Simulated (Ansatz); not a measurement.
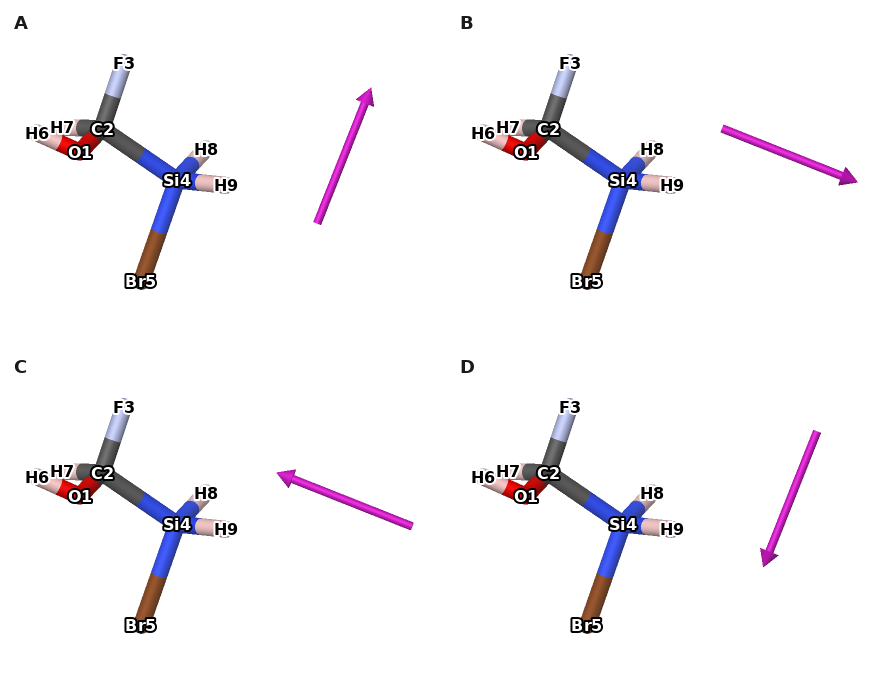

The same molecule four times, each with an arrow. Computed geometry: PBE0-D4/def2-TZVP optimisation. No frequency run is at hand to confirm it as a minimum. Level of theory: RKS PBE-D4/def2-TZVPP (Ansatz 0.2.0).

> Which arrow points along the dipole moment, from the negative to the positive end?

C. The dipole moment is 1.47 D; it points from the side of H9 to the side of H6 (the outermost atoms at the two ends).
